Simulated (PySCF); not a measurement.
H2O, SMILES `O`.

Method: PBE/def2-TZVP; geometry: GFN2-xTB; program: PySCF. No frequency check shows the geometry to be a minimum. A basis without diffuse functions makes polarisabilities too small.

Geometry (Å), atoms numbered from 1:

```
O1       0.0000    0.1138    0.0000
H2       0.7722   -0.4552    0.0000
H3      -0.7722   -0.4552    0.0000
```

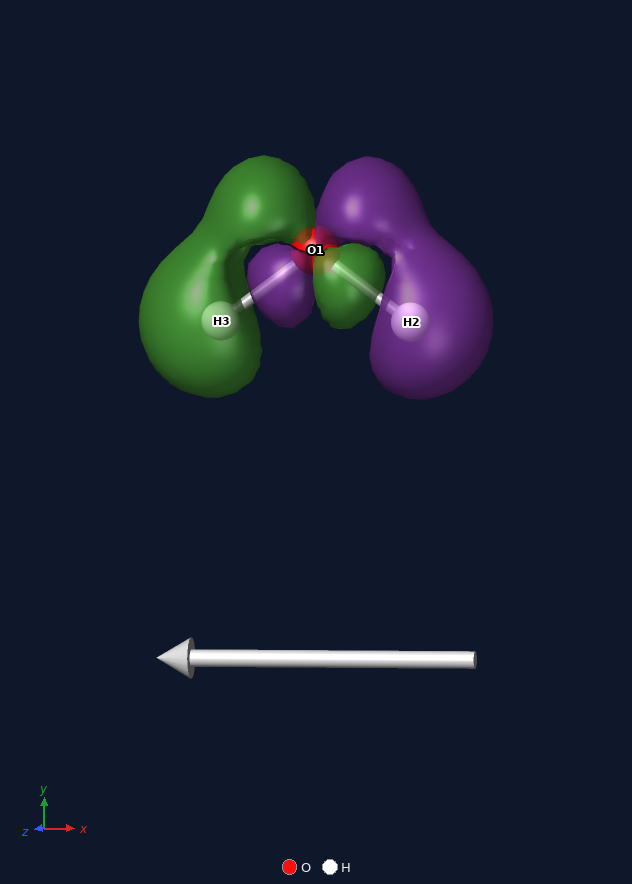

Change of the electron density in a uniform field of 0.21 V/Å along −x (arrow), surfaces at ±0.002 e/Å³ (purple: gain, green: loss).

The field was applied in both directions; the picture shows the one opposite to the script's first.

> How large is the response?

The induced dipole is 0.08 D (along the field); α along this axis, from the fields in both directions, is 8 bohr³ (1.2 Å³).
